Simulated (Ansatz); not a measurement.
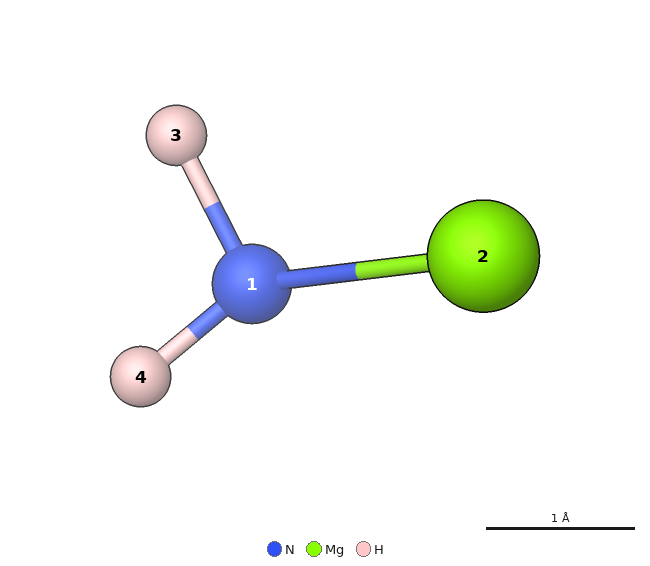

Source: calculation with Ansatz.

Orthographic view. Distant atoms are faded towards the background colour. Charge 0, doublet. Geometry: atoms displaced at random (about 0.07 Å) from a stationary point of GFN2-xTB.

Give the distance matrix in Å.

```
atom    N1   Mg2    H3    H4
  N1  0.00                  
 Mg2  2.01  0.00            
  H3  1.13  2.60  0.00      
  H4  0.98  2.76  1.66  0.00
```
